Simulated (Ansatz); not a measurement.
Refining one setting for K₂LiLaF₆ (Fm-3m, 10 atoms in the cell)

```
CELL_PARAMETERS angstrom
      0.00000     4.29005     4.29005
      4.29005     0.00000     4.29005
      4.29005     4.29005     0.00000
ATOMIC_POSITIONS crystal
  K  0.25000 0.25000 0.25000
  K  0.75000 0.75000 0.75000
  Li 0.50000 0.50000 0.50000
  La 0.00000 0.00000 0.00000
  F  0.74910 0.25090 0.25090
  F  0.25090 0.74910 0.74910
  F  0.25090 0.74910 0.25090
  F  0.74910 0.25090 0.74910
  F  0.25090 0.25090 0.74910
  F  0.74910 0.74910 0.25090
```

Level of theory: PBE (plane waves, PAW; Ansatz, a quantum-chemistry and plane-wave program).

The starting cell was generated: these elements placed on a structure prototype, without a prior relaxation; it need not be a known phase or ordering of this composition. Its lattice was rescaled by a random factor within 2.5 % of one. In the base run, with a pressure of about 11 GPa the cell is away from its equilibrium volume at this level. In the base run, forces exceed 1 eV/Å. Ansatz's pressure includes its estimate of the finite-basis (Pulay) stress.

Held fixed: basis.ecutwfc = 420 eV; hamiltonian.xc = pbe; hamiltonian.pseudopotentials = {kind: paw} (the program's default PAW files); scf.occupations.method = gaussian; scf.occupations.width = 0.1 eV.

ΔF is the free energy per atom less that of the last row (16 16 16).

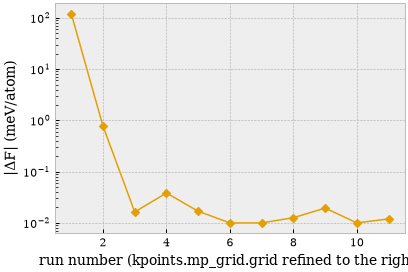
Fig. 1. Size of the energy error against the last run of the series; values under 0.01 meV/atom are drawn at 0.01.

```
kpoints.mp_grid.grid  ΔF (meV/atom)  pressure (GPa)  largest force (eV/Å)  gap on the mesh (eV)  k-points  iterations
--------------------  -------------  --------------  --------------------  --------------------  --------  ----------
1 1 1                         120.9           13.85                 2.434                 6.540         1           7
2 2 2                          0.77           11.47                 2.753                 6.143         3           6
3 3 3                          0.02           11.44                 2.753                 6.181         4           6
4 4 4                         -0.04           11.44                 2.753                 6.145         8           6
5 5 5                         -0.02           11.44                 2.753                 6.153        10           6
6 6 6                          0.01           11.44                 2.753                 6.145        16           6
7 7 7                          0.00           11.44                 2.753                 6.142        20           6
8 8 8                         -0.01           11.44                 2.753                 6.145        29           6
9 9 9                          0.02           11.44                 2.753                 6.141        35           6
11 11 11                       0.00           11.44                 2.753                 6.140        56           6
13 13 13                      -0.01           11.44                 2.753                 6.140        84           6
16 16 16                       0.00           11.44                 2.753                 6.141       145           6
```

Energy within 5 meV/atom of the last row: from kpoints.mp_grid.grid = 2 2 2 on; the one before it is off by 120 meV/atom.

Largest force within 0.01 eV/Å of the last row: from kpoints.mp_grid.grid = 2 2 2 on; the one before it is off by 0.32 eV/Å. The value it settles on is 2.753 eV/Å at this level of theory and with the other settings as held.

The gap is read on the k-point mesh of the run and can differ from the gap over the whole zone at this level.

Keys are those of Ansatz 0.2.
